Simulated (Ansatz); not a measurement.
**SiC2+ (doublet): from Hartree-Fock to the top rungs, cc-pVTZ**

How much of the correlation energy of SiC2+ (doublet) does each wave-function method recover here?

Program: Ansatz 0.2.0, Gaussian basis. Level of theory: cc-pVTZ, core rule «outside noble gas», up to 7 orbitals frozen. These are calculated values, not measurements.

Plan: UHF; CCSD(T) on ROHF; CCSD(T) on UHF; BCCD(T) on ROHF; CCSDT(Q) on ROHF; CCSDT(Q) on UHF; CASSCF and NEVPT2, 11 electrons in 12 orbitals.

4 further runs of the same task are left out: 4 set aside as unsound or not needed.

### Step 1. What is computed

The geometry is a PBE0/def2-TZVP stationary point (not a proven minimum) of the parent state, kept for this charge and spin.

3 atoms, charge 1, spin multiplicity 2.

Atoms are counted from 1 here; the program's logs count them from 0.

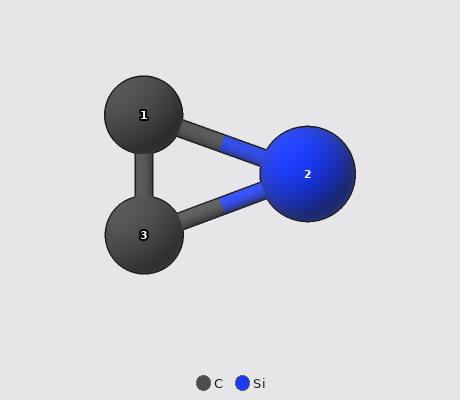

The structure; carbon dark grey, silicon blue; atoms are numbered from 1 in the order of the file.

In the tables R marks a restricted open-shell determinant and U an unrestricted one; 'valence' is the active space of 11 electrons in 12 orbitals; energies count from the table's Hartree-Fock row.

### Step 2. UHF

in.yaml

```yaml
crystal:
  periodic: [false, false, false]
  atoms:
    - {symbol: C, position_ang: [0.000000, 0.631350, 0.929211]}
    - {symbol: Si, position_ang: [0.000000, 0.000000, -0.794750]}
    - {symbol: C, position_ang: [0.000000, -0.631350, 0.929211]}
basis:
  gaussian: {orbitals: cc-pVTZ}
total_charge: 1
magnetization: {spin_polarized: true, initial_magnetization: 1}
hamiltonian: {xc: hf}
output: {orbitals: {seedname: orbitals}}
```

Started as:

```bash
$ ansatz run in.yaml --threads 1 --pin off --events-out ev --progress --plain --max-ram 4096MiB --backend cpu
```

What it wrote:

```text
Functional definition: HF
  name "HF"
  cite "Fock, Z. Phys. 61, 126 (1930) doi:10.1007/BF01340294"
  parent pbe
  exchange = exact_x
  correlation = 0
789 factors; their error is unknown
mean field evaluation 1: about -9903.3069 eV, gradient 3.2e1 eV
mean field evaluation 2: about -9905.9941 eV, gradient 2.4e1 eV
mean field evaluation 4: about -9909.4503 eV, gradient 1.4e0 eV
mean field evaluation 8: about -9909.4620 eV, gradient 7.2e-1 eV
mean field evaluation 16: about -9910.3329 eV, gradient 2.1e-3 eV
mean field evaluation 32: about -9910.5365 eV, gradient 2.3e-1 eV
mean field evaluation 64: about -9909.8593 eV, gradient 2.8e0 eV
mean field evaluation 96: about -9908.6352 eV, gradient 1.3e0 eV
mean field evaluation 128: about -9905.9516 eV, gradient 2.0e0 eV
mean field evaluation 160: about -9910.5487 eV, gradient 2.6e-5 eV
mean field -9910.54874256 eV, -364.2059486777 hartree, gradient 2.6e-5 eV, S^2 0.923700; 3 other end points of the search recorded, 0 dependent functions left out
reference -9910.54874256 eV, -364.2059486777 hartree; 13, 12 occupied and 81, 82 virtual orbitals, 789 factors
Total energy: -9910.54874256 eV, -364.2059486777 hartree
```

Wall time 4 s (1 thread of AMD EPYC 7R13, shared host).

From the report: ⟨S²⟩ of the determinant 0.924 (pure doublet: 0.75).

### Step 3. CCSD(T) on ROHF

in.yaml: that of step 2 with these lines changed.

```diff
@@ -9,4 +9,3 @@
 total_charge: 1
-magnetization: {spin_polarized: true, initial_magnetization: 1}
-hamiltonian: {xc: hf}
-output: {orbitals: {seedname: orbitals}}
+magnetization: {spin_polarized: false, initial_magnetization: 1}
+correlation: {method: ccsd_t, electrons: outside_noble_gas}
```

Started as:

```bash
$ ansatz run in.yaml --threads 2 --pin off --events-out ev --progress --plain --max-ram 24576MiB --backend cuda --devices 0, --max-vram 18GiB
```

What it wrote (excerpt; [...] marks lines left out):

```text
Functional definition: HF
  name "HF"
  cite "Fock, Z. Phys. 61, 126 (1930) doi:10.1007/BF01340294"
  parent pbe
[...]
567 factors; integrals over basis functions are off by at most 7.8e-4 eV
[...]
mean field -9909.99308620 eV, -364.1855286834 hartree, gradient 2.3e-6 eV, S^2 0.750000; 15 other end points of the search recorded, 0 dependent functions left out
[...]
determinant -9909.99308620 eV, -364.1855286834 hartree, with singles and doubles -9920.33096956 eV, -364.5654388895 hartree
determinant -9909.96451708 eV, -364.1844787875 hartree, with singles and doubles -9920.35222698 eV, -364.5662200852 hartree
determinant -9908.79566407 eV, -364.1415242317 hartree, with singles and doubles -9918.23787635 eV, -364.4885191328 hartree
determinant -9905.75687801 eV, -364.0298509035 hartree, with singles and doubles -9917.17549555 eV, -364.4494773586 hartree
determinant -9909.99308620 eV, -364.1855286834 hartree, with singles and doubles -9920.22907691 eV, -364.5616944037 hartree
determinant -9909.96451708 eV, -364.1844787875 hartree, with singles and doubles -9920.22872984 eV, -364.5616816489 hartree
[...]
7 core orbitals not correlated: weight in the atoms' cores, before any rotation towards them, 1.000 or more for the frozen orbitals, at most 0.000 for the correlated occupied ones
reference -9909.96451708 eV, -364.1844787875 hartree; 6, 5 occupied and 81, 82 virtual orbitals, 567 factors
second order -9.80320925 eV of doubles, -0.20384814 eV of singles
cycle   1  -10.26421331 eV  change   -5.6e-7 eV  update   3.1e-6
perturbative correction -0.74436206 eV, -0.0273548012 hartree
Total energy: -9920.97309245 eV, -364.5890364705 hartree
```

Wall time 33 s (1 × H100 (card shared with other runs) with 2 threads of AMD EPYC 7R13, shared host); peak host memory 0.8 GiB.

From the report: correlation -11.0086 eV; T1 0.063; largest double amplitude 0.08.

### Step 4. CCSD(T) on UHF

in.yaml: that of step 3 with these lines changed.

```diff
@@ -9,3 +9,3 @@
 total_charge: 1
-magnetization: {spin_polarized: false, initial_magnetization: 1}
+magnetization: {spin_polarized: true, initial_magnetization: 1}
 correlation: {method: ccsd_t, electrons: outside_noble_gas}
```

Launched as before.

What it wrote (excerpt; [...] marks lines left out):

```text
Functional definition: HF
  name "HF"
  cite "Fock, Z. Phys. 61, 126 (1930) doi:10.1007/BF01340294"
  parent pbe
[...]
567 factors; integrals over basis functions are off by at most 7.8e-4 eV
[...]
mean field -9910.54907070 eV, -364.2059607367 hartree, gradient 4.9e-6 eV, S^2 0.923700; 14 other end points of the search recorded, 0 dependent functions left out
determinant -9910.54907070 eV, -364.2059607367 hartree, with singles and doubles -9920.31573882 eV, -364.5648791701 hartree
determinant -9908.86510104 eV, -364.1440759934 hartree, with singles and doubles -9918.23985588 eV, -364.4885918792 hartree
determinant -9908.51089067 eV, -364.1310590022 hartree, with singles and doubles -9917.54556921 eV, -364.4630773146 hartree
determinant -9907.77911928 eV, -364.1041668997 hartree, with singles and doubles -9916.64602826 eV, -364.4300197945 hartree
determinant -9907.48182078 eV, -364.0932413813 hartree, with singles and doubles -9917.20529184 eV, -364.4505723518 hartree
7 core orbitals not correlated: weight in the atoms' cores, before any rotation towards them, 1.000 or more for the frozen orbitals, at most 0.000 for the correlated occupied ones
reference -9910.54907070 eV, -364.2059607367 hartree; 6, 5 occupied and 81, 82 virtual orbitals, 567 factors
second order -8.85736760 eV of doubles, -0.00000000 eV of singles
cycle   1  -9.62582690 eV  change   -5.7e-1 eV  update   2.8e-2
[...]
cycle  11  -9.71122903 eV  change   -7.0e-7 eV  update   1.2e-5
perturbative correction -0.69049203 eV, -0.0253751142 hartree
Total energy: -9920.95079177 eV, -364.5882169355 hartree
```

Wall time 15 s (1 × H100 (card shared with other runs) with 2 threads of AMD EPYC 7R13, shared host); peak host memory 0.8 GiB.

From the report: ⟨S²⟩ of the determinant 0.924 (pure doublet: 0.75); correlation -10.4017 eV; T1 0.078; largest double amplitude 0.08.

### Step 5. BCCD(T) on ROHF

in.yaml: that of step 4 with these lines changed.

```diff
@@ -9,3 +9,3 @@
 total_charge: 1
-magnetization: {spin_polarized: true, initial_magnetization: 1}
-correlation: {method: ccsd_t, electrons: outside_noble_gas}
+magnetization: {spin_polarized: false, initial_magnetization: 1}
+correlation: {method: bccd_t, electrons: outside_noble_gas}
```

The command is unchanged.

What it wrote (excerpt; [...] marks lines left out):

```text
Functional definition: HF
  name "HF"
  cite "Fock, Z. Phys. 61, 126 (1930) doi:10.1007/BF01340294"
  parent pbe
[...]
567 factors; integrals over basis functions are off by at most 7.8e-4 eV
[...]
mean field -9909.99308620 eV, -364.1855286834 hartree, gradient 2.3e-6 eV, S^2 0.750000; 15 other end points of the search recorded, 0 dependent functions left out
[...]
determinant -9909.99308620 eV, -364.1855286834 hartree, with singles and doubles -9920.33096956 eV, -364.5654388895 hartree
determinant -9909.96451708 eV, -364.1844787875 hartree, with singles and doubles -9920.35222698 eV, -364.5662200852 hartree
determinant -9908.79566407 eV, -364.1415242317 hartree, with singles and doubles -9918.23787635 eV, -364.4885191328 hartree
determinant -9905.75687801 eV, -364.0298509035 hartree, with singles and doubles -9917.17549555 eV, -364.4494773586 hartree
determinant -9909.99308620 eV, -364.1855286834 hartree, with singles and doubles -9920.22907691 eV, -364.5616944037 hartree
determinant -9909.96451708 eV, -364.1844787875 hartree, with singles and doubles -9920.22872984 eV, -364.5616816489 hartree
[...]
7 core orbitals not correlated: weight in the atoms' cores, before any rotation towards them, 1.000 or more for the frozen orbitals, at most 0.000 for the correlated occupied ones
reference -9909.96451708 eV, -364.1844787875 hartree; 6, 5 occupied and 81, 82 virtual orbitals, 567 factors
second order -9.80320925 eV of doubles, -0.20384814 eV of singles
cycle   1  -10.20790106 eV  change    5.6e-2 eV  update   3.4e-2
[...]
cycle  13  -10.23324466 eV  change   -7.2e-6 eV  update   4.2e-6
perturbative correction -0.77969952 eV, -0.0286534290 hartree
Total energy: -9920.97746127 eV, -364.5891970215 hartree
```

It took 16 s on 1 × H100 (card shared with other runs) with 2 threads of AMD EPYC 7R13, shared host; peak host memory 0.81 GiB.

From the report: correlation -11.0129 eV; largest double amplitude 0.08.

### Step 6. CCSDT(Q) on ROHF

in.yaml: that of step 5 with these lines changed.

```diff
@@ -10,2 +10,2 @@
 magnetization: {spin_polarized: false, initial_magnetization: 1}
-correlation: {method: bccd_t, electrons: outside_noble_gas}
+correlation: {method: ccsdt_q, electrons: outside_noble_gas}
```

Launched as before.

What it wrote (excerpt; [...] marks lines left out):

```text
Functional definition: HF
  name "HF"
  cite "Fock, Z. Phys. 61, 126 (1930) doi:10.1007/BF01340294"
  parent pbe
[...]
1210 factors; integrals over basis functions are off by at most 1.3e-7 eV
[...]
mean field -9909.99310213 eV, -364.1855292689 hartree, gradient 2.3e-6 eV, S^2 0.750000; 15 other end points of the search recorded, 0 dependent functions left out
[...]
determinant -9909.99310213 eV, -364.1855292689 hartree, with singles and doubles -9920.33100819 eV, -364.5654403092 hartree
determinant -9909.96453303 eV, -364.1844793738 hartree, with singles and doubles -9920.35226510 eV, -364.5662214861 hartree
determinant -9908.79568089 eV, -364.1415248498 hartree, with singles and doubles -9918.23791707 eV, -364.4885206294 hartree
determinant -9905.75689263 eV, -364.0298514411 hartree, with singles and doubles -9917.17552939 eV, -364.4494786020 hartree
determinant -9909.99310213 eV, -364.1855292689 hartree, with singles and doubles -9920.22909022 eV, -364.5616948928 hartree
determinant -9909.96453303 eV, -364.1844793738 hartree, with singles and doubles -9920.22874383 eV, -364.5616821630 hartree
[...]
7 core orbitals not correlated: weight in the atoms' cores, before any rotation towards them, 1.000 or more for the frozen orbitals, at most 0.000 for the correlated occupied ones
reference -9909.96453303 eV, -364.1844793738 hartree; 6, 5 occupied and 81, 82 virtual orbitals, 1210 factors
second order -9.80323601 eV of doubles, -0.20384816 eV of singles
cycle   1  -9.55878259 eV  change    4.6e-1 eV  update   1.5e-1
[...]
cycle  21  -11.01356216 eV  change    3.1e-7 eV  update   6.9e-7
perturbative correction -0.08455037 eV, -0.0031071687 hartree
Total energy: -9921.06264556 eV, -364.5923274867 hartree
```

It took 33 s on 1 × H100 (card shared with other runs) with 2 threads of AMD EPYC 7R13, shared host; peak host memory 1.1 GiB.

From the report: correlation -11.0981 eV; T1 0.069; largest double amplitude 0.10.

### Step 7. CCSDT(Q) on UHF

in.yaml: that of step 6 with these lines changed.

```diff
@@ -9,3 +9,3 @@
 total_charge: 1
-magnetization: {spin_polarized: false, initial_magnetization: 1}
+magnetization: {spin_polarized: true, initial_magnetization: 1}
 correlation: {method: ccsdt_q, electrons: outside_noble_gas}
```

Same command.

What it wrote (excerpt; [...] marks lines left out):

```text
Functional definition: HF
  name "HF"
  cite "Fock, Z. Phys. 61, 126 (1930) doi:10.1007/BF01340294"
  parent pbe
[...]
1210 factors; integrals over basis functions are off by at most 1.3e-7 eV
[...]
mean field -9910.54908685 eV, -364.2059613304 hartree, gradient 5.2e-6 eV, S^2 0.923700; 14 other end points of the search recorded, 0 dependent functions left out
determinant -9910.54908685 eV, -364.2059613304 hartree, with singles and doubles -9920.31577605 eV, -364.5648805385 hartree
determinant -9908.86511799 eV, -364.1440766159 hartree, with singles and doubles -9918.23989604 eV, -364.4885933549 hartree
determinant -9908.51090661 eV, -364.1310595881 hartree, with singles and doubles -9917.54560055 eV, -364.4630784664 hartree
determinant -9907.77913757 eV, -364.1041675716 hartree, with singles and doubles -9916.64605872 eV, -364.4300209138 hartree
determinant -9907.48183653 eV, -364.0932419600 hartree, with singles and doubles -9917.20532272 eV, -364.4505734866 hartree
7 core orbitals not correlated: weight in the atoms' cores, before any rotation towards them, 1.000 or more for the frozen orbitals, at most 0.000 for the correlated occupied ones
reference -9910.54908685 eV, -364.2059613304 hartree; 6, 5 occupied and 81, 82 virtual orbitals, 1210 factors
second order -8.85739261 eV of doubles, -0.00000000 eV of singles
cycle   1  -8.92700033 eV  change   -7.0e-2 eV  update   1.4e-1
[...]
cycle  23  -10.44107272 eV  change    3.1e-7 eV  update   6.3e-7
perturbative correction -0.08369424 eV, -0.0030757065 hartree
Total energy: -9921.07385381 eV, -364.5927393822 hartree
```

Run time: 27 s. Hardware: 1 × H100 (card shared with other runs) with 2 threads of AMD EPYC 7R13, shared host; peak host memory 1 GiB.

From the report: ⟨S²⟩ of the determinant 0.924 (pure doublet: 0.75); correlation -10.5248 eV; T1 0.091; largest double amplitude 0.10.

### Step 8. CASSCF and NEVPT2, 11 electrons in 12 orbitals

in.yaml: that of step 7 with these lines changed.

```diff
@@ -9,3 +9,3 @@
 total_charge: 1
-magnetization: {spin_polarized: true, initial_magnetization: 1}
-correlation: {method: ccsdt_q, electrons: outside_noble_gas}
+magnetization: {spin_polarized: false, initial_magnetization: 1}
+correlation: {method: sc_nevpt2, electrons: outside_noble_gas, active_space: {window: {electrons: 11, orbitals: 12}, shells: [{species: C, l: s, shell: 2}, {species: C, l: p, shell: 2}, {species: Si, l: s, shell: 3}, {species: Si, l: p, shell: 3}]}}
```

Same command.

What it wrote (excerpt; [...] marks lines left out):

```text
Functional definition: HF
  name "HF"
  cite "Fock, Z. Phys. 61, 126 (1930) doi:10.1007/BF01340294"
  parent pbe
[...]
1210 factors; integrals over basis functions are off by at most 1.3e-7 eV
[...]
mean field -9909.99310213 eV, -364.1855292689 hartree, gradient 2.3e-6 eV, S^2 0.750000; 15 other end points of the search recorded, 0 dependent functions left out
reference -9909.99310213 eV, -364.1855292689 hartree; 13, 12 occupied and 81, 82 virtual orbitals, 1210 factors
state -9915.40122385 eV, -364.3842740760 hartree
state -9915.40122385 eV, -364.3842740760 hartree; corrected -9919.98344419 eV, -364.5526675676 hartree
Total energy: -9919.98344419 eV, -364.5526675676 hartree
Checks for a lower state left out: starts, orbital_swaps
```

Run time: 16 s. Hardware: 1 × H100 (card shared with other runs) with 2 threads of AMD EPYC 7R13, shared host; peak host memory 0.8 GiB.

From the report: 182,952 determinants; active occupations 1.99, 1.95, 1.92, 1.91, 1.91, 1.02, 0.11, 0.07, 0.06, 0.03, 0.02, 0.02.

### Step 9. Natural occupations

Natural occupations of the CASSCF valence state about the gap (report; correlated orbitals 2 to 11): 1.949, 1.921, 1.910, 1.906, 1.023, 0.110, 0.068, 0.056, 0.032, 0.022. The count of effectively unpaired electrons, Σ n²(2 − n)², is 1.17; a single determinant of this spin has 1.

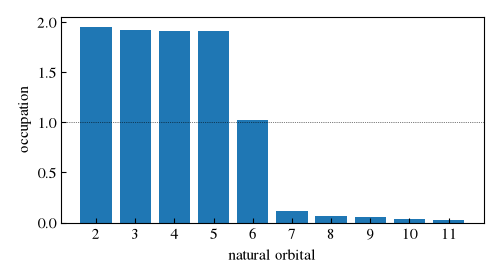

Natural occupations of the CASSCF valence state.

### Step 10. All levels against the top one

No level here is safe as a reference; RCCSDT(Q) serves as a yardstick only. Rows without a time come out of other runs: HF, MP2 and CCSD of CCSD(T), CCSDT of CCSDT(Q), CASSCF and MRCISD of the multireference runs.

Differences are taken before rounding.

| method | energy from the lowest RHF (meV) | from RCCSDT(Q) (meV) | time |
| --- | --- | --- | --- |
| RHF | 0.0 | +11069.6 |  |
| UHF | -556.0 | +10513.6 |  |
| RMP2 | -9978.5 | +1091.1 |  |
| UMP2 | -9413.4 | +1656.2 |  |
| RCCSD | -10235.6 | +833.9 |  |
| UCCSD | -10267.2 | +802.3 |  |
| RCCSD(T) | -10980.0 | +89.6 | 33 s |
| UCCSD(T) | -10957.7 | +111.9 | 15 s |
| BCCD(T) | -10984.4 | +85.2 | 16 s |
| RCCSDT | -10985.0 | +84.6 |  |
| UCCSDT | -10997.1 | +72.5 |  |
| RCCSDT(Q) | -11069.6 | 0 | 33 s |
| UCCSDT(Q) | -11080.8 | -11.2 | 27 s |
| CASSCF valence | -5408.1 | +5661.4 |  |
| NEVPT2 valence | -9990.4 | +1079.2 | 16 s |

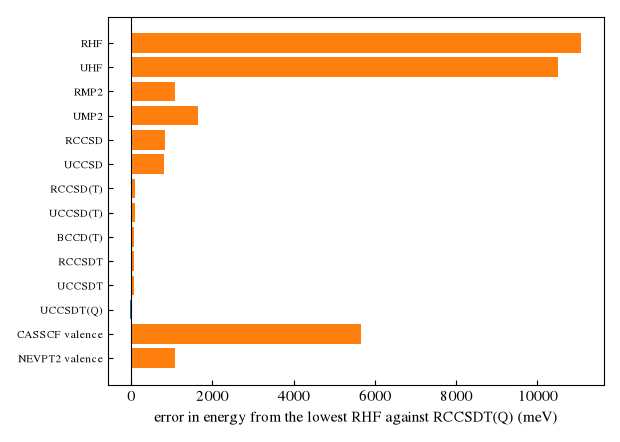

How far each level lands from RCCSDT(Q).

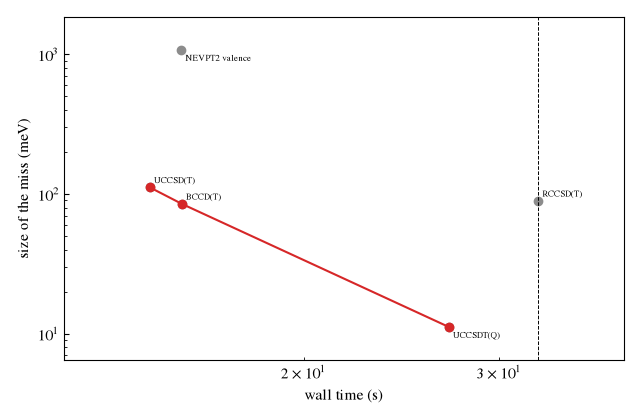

Accuracy for the time spent; red marks the levels that beat every quicker one drawn (of those quicker than the yardstick), and the dashed line is the time of RCCSDT(Q). Times are from a shared host.

### Step 11. Outcome

| quantity | value |
| --- | --- |
| RCCSDT(Q) below the RHF energy | -11.0696 eV |
| RMP2 from RCCSDT(Q) | +1091.1 meV |
| UMP2 from RCCSDT(Q) | +1656.2 meV |
| RCCSD from RCCSDT(Q) | +833.9 meV |
| RCCSD(T) from RCCSDT(Q) | +89.6 meV |
| UCCSD(T) from RCCSDT(Q) | +111.9 meV |
| UCCSDT(Q) from RCCSDT(Q) | -11.2 meV |
| NEVPT2 valence from RCCSDT(Q) | +1079.2 meV |
| T1 diagnostic | 0.063 |
| effectively unpaired electrons | 1.17 |

What this shows: RCCSD(T) lands +89.6 meV from the yardstick (0.8 % of the correlation energy). CCSD(T) misses by +89.6 meV on the restricted determinant and by +111.9 meV on the unrestricted one; the two need not hold the same state or core. The occupations are near whole numbers, but T1 = 0.063 shows that the orbitals relax strongly. Coupled cluster took another determinant than the lowest Hartree-Fock one. Warnings: spin contamination; coupled cluster took another determinant than the lowest; large T1 diagnostic.
